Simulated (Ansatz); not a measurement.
```sh
ansatz run in.yaml --threads 4 --pin off --events-out ev --progress --plain --max-ram 9574MiB
```

```yaml
crystal:
  periodic: [false, false, false]
  atoms:
    - {symbol: B, position_ang: [-0.833174, -0.125433, -1.332878]}
    - {symbol: H, position_ang: [-0.204618, 0.331412, -2.235919]}
    - {symbol: F, position_ang: [-1.682865, 0.614383, -0.658183]}
    - {symbol: F, position_ang: [-0.696703, -1.383787, -0.982932]}
basis:
  gaussian: {orbitals: def2-TZVPP}
hamiltonian: {xc: pbe}
correlation: {method: rpa}
```

What structure does this define?

The molecule is BF₂H. The point group is C2v. All atoms lie on one plane. Coordination: 1 B trigonal planar.

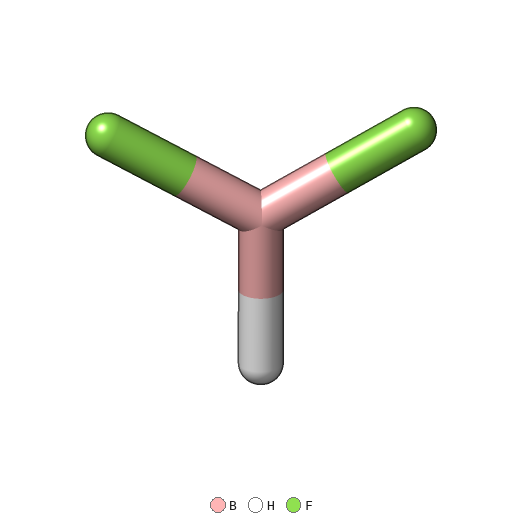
